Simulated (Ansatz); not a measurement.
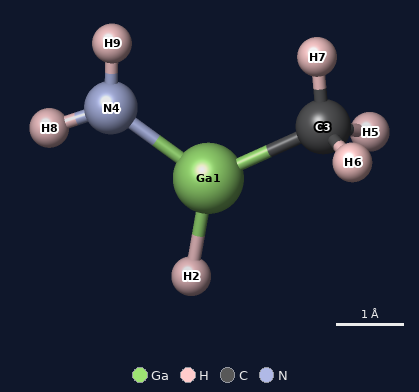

The input geometry (ball-and-stick view, seen at a tilt; atoms are numbered from 1 in the order of the input). Sticks mark near contacts. Bond lengths as drawn: C–Ga 1.96 Å, C–H 1.09 Å, Ga–H 1.57 Å, Ga–N 1.82 Å and H–N 1.01 Å.

## Single-point calculation of CH6GaN

CH6GaN, computed with RKS SPW92 (LDA)/def2-TZVPP (Ansatz 0.2.0).

The geometry comes from this level: PBE0-D4/def2-TZVP.

## The program's output
```
Functional definition: SPW92
  name "SPW92"
  cite "Dirac, Proc. Camb. Phil. Soc. 26, 376 (1930) doi:10.1017/S0305004100016108"
  cite "Slater, Phys. Rev. 81, 385 (1951) doi:10.1103/PhysRev.81.385"
  cite "Perdew & Wang, Phys. Rev. B 45, 13244 (1992) doi:10.1103/PhysRevB.45.13244"
  exchange = slater_x
  correlation = pw_c
1057 factors; their error is unknown
mean field evaluation 1: about -54877.6325 eV, gradient 1.1e2 eV
mean field evaluation 2: about -54804.9639 eV, gradient 1.8e2 eV
mean field evaluation 4: about -54897.5076 eV, gradient 2.5e1 eV
mean field evaluation 8: about -54898.8481 eV, gradient 1.3e-1 eV
mean field evaluation 16: about -54898.8323 eV, gradient 3.6e-4 eV
mean field -54898.83226221 eV, -2017.4948738711 hartree, gradient 3.3e-5 eV, S^2 0.000000; 0 other end points of the search recorded, 0 dependent functions left out
reference -54898.83230067 eV, -2017.4948752845 hartree; 25, 25 occupied and 169, 169 virtual orbitals, 1057 factors
Total energy: -54898.83230067 eV, -2017.4948752845 hartree
```

The run was set up as follows.

## Input
```yaml
crystal:
  periodic: [false, false, false]
  atoms:
    - {symbol: Ga, position_ang: [-0.179348, 0.250385, 0.368727]}
    - {symbol: H, position_ang: [0.826225, 0.743066, 1.463857]}
    - {symbol: C, position_ang: [-0.005004, 0.504642, -1.568879]}
    - {symbol: N, position_ang: [-1.639558, -0.639714, 0.988367]}
    - {symbol: H, position_ang: [0.922045, 0.053927, -1.931704]}
    - {symbol: H, position_ang: [0.037403, 1.569281, -1.811910]}
    - {symbol: H, position_ang: [-0.840943, 0.059695, -2.110979]}
    - {symbol: H, position_ang: [-1.818251, -0.819468, 1.961478]}
    - {symbol: H, position_ang: [-2.366516, -1.012073, 0.401335]}
basis:
  gaussian: {orbitals: def2-TZVPP}
hamiltonian: {xc: lda}
```

Launch command:
```bash
ansatz run in.yaml --threads 8 --pin off --events-out ev --progress --plain --max-ram 19148MiB
```

## Results in brief

```json
{"quantity": "outcome", "value": "converged"}
{"quantity": "total energy", "value": "−54898.8323 eV"}
{"quantity": "SCF solution under orbital rotations", "value": "stable"}
{"quantity": "hardware", "value": "8 threads of Intel Xeon, 31 GiB of memory available, shared host"}
{"quantity": "peak memory", "value": "0.49 GiB"}
```
